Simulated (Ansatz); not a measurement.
# H$_{3}$IOSSi (SMILES O[SiH](S)I): what the fields show

The calculation's input:

```
crystal:
  periodic: [false, false, false]
  atoms:
    - {symbol: O, position_ang: [0.342070, 1.649093, -0.240278]}
    - {symbol: Si, position_ang: [0.259155, 0.124387, 0.331246]}
    - {symbol: S, position_ang: [0.489026, -1.224007, -1.300808]}
    - {symbol: I, position_ang: [-1.862344, -0.339587, 1.461389]}
    - {symbol: H, position_ang: [-0.277685, 1.904951, -0.927072]}
    - {symbol: H, position_ang: [1.324173, 0.023802, 1.344391]}
    - {symbol: H, position_ang: [-0.213195, -2.206741, -0.714567]}
basis:
  gaussian: {orbitals: def2-TZVPP}
hamiltonian: {xc: pbe0, dispersion: d4}
output: {orbitals: {seedname: orbitals}}
```

Run with:

```sh
ansatz run in.yaml --threads 4 --pin off --events-out ev --progress --plain --max-ram 10444MiB
```

Geometry: PBE0-D4/def2-TZVP; core potentials replace the inner electrons of I.

Computed with Ansatz 0.2.0, RKS PBE0-D4/def2-TZVPP.

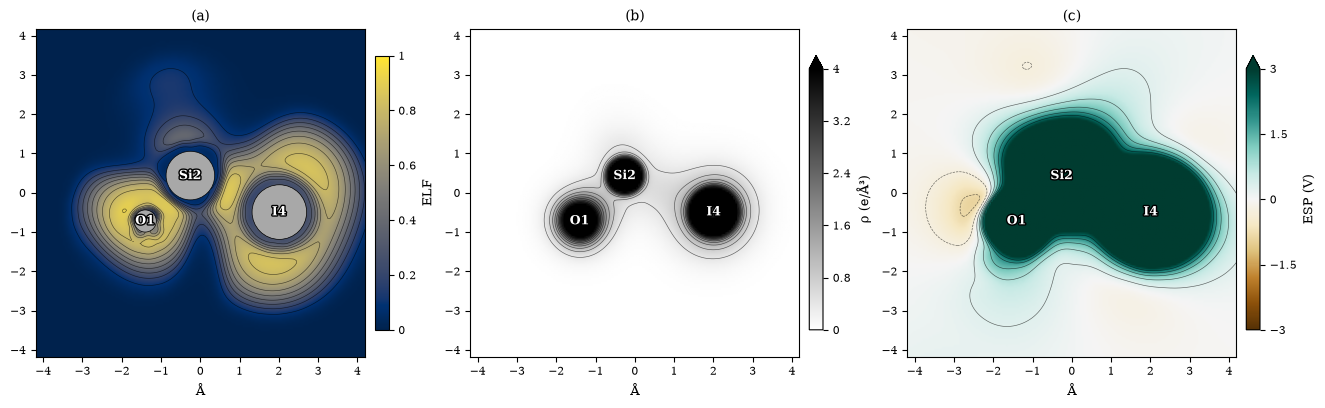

Figure 1. (a) electron localisation function; (b) electron density; (c) electrostatic potential on the plane of atoms O1, Si2 and I4. Grey discs cover the atomic cores in the ELF map.

### Interpret the plot.

- The plane passes through O, Si and I nuclei.
- Si–O (1.63 Å): ρ at the midpoint is about 1.2 e/Å³; the ELF peaks at about 0.85 between the atoms, as expected for a shared but strongly polarised pair.
- Si–I (2.45 Å): ρ is about 0.65 e/Å³ halfway, with its minimum of 0.55 e/Å³ about 0.8 Å from Si; the ELF peaks at about 0.85 between the atoms: a covalent bond.
- The ELF also peaks beside I4 and O1, away from the bonds: lone-pair regions.
- Outside the dense part of the molecule the potential is most negative (−0.9 V) near O1.

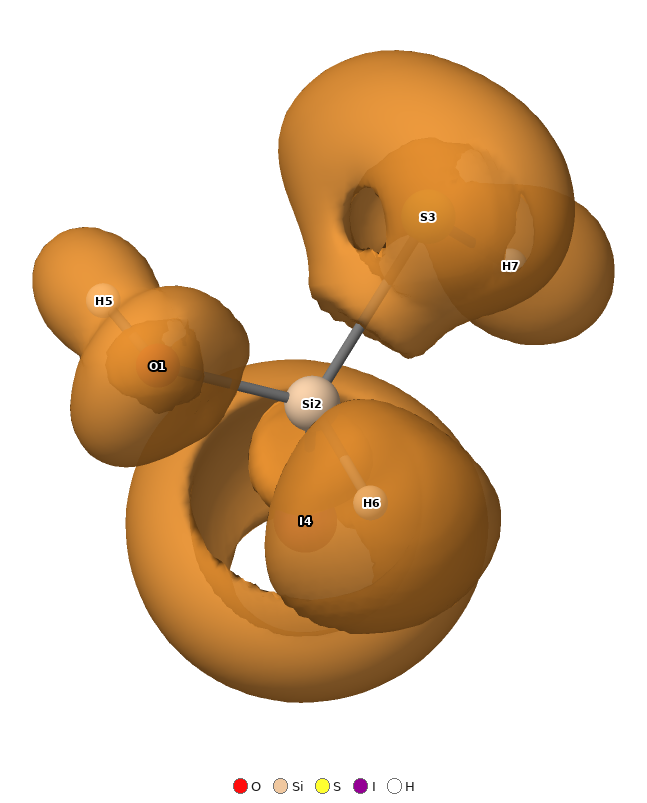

Figure 2. Isosurface of the ELF at 0.75 (orange), seen at a tilt. Only the valence region is drawn (cores and ρ < 0.01 e/Å³ removed).

### What do the ELF domains correspond to?

The surface consists of one region between bonded I–Si atoms (shared pairs), one region around a hydrogen nucleus, one ring or bowl of non-bonding electrons around I, one joined region spread over several atoms (H, O), in which their bonds and any lone pairs are merged and one joined region spread over several atoms (H, S), in which their bonds and any lone pairs are merged. Profiles from the grid: Si–S (2.13 Å): the ELF peaks at about 0.90 between the atoms (localised, covalent bonding).

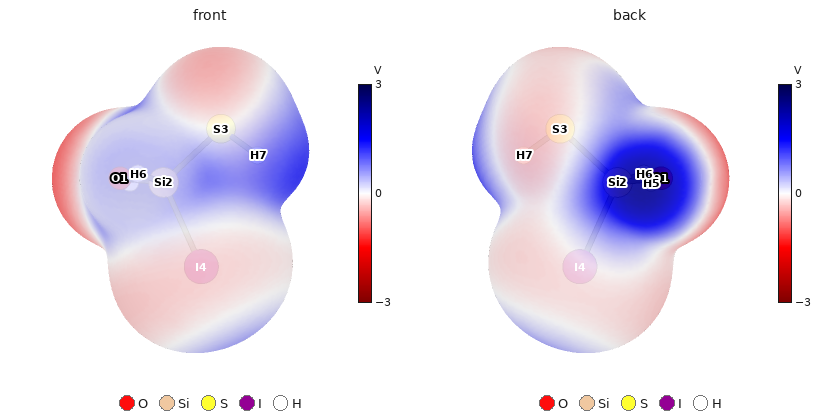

Figure 3. The molecular electrostatic potential painted on the density surface at 0.001 e/bohr³, seen from the front and from behind; red is negative and blue positive.

### Which sites attract a positive test charge, and which a negative one?

A positive charge is drawn to the negative regions and a negative charge to the positive ones. The most negative region (about −0.8 V) lies over O1, the most positive (about +2.3 V) over H5. I4 shows a σ-hole: about +0.5 V at the tip opposite its bond, against about −0.2 V on its flanks.
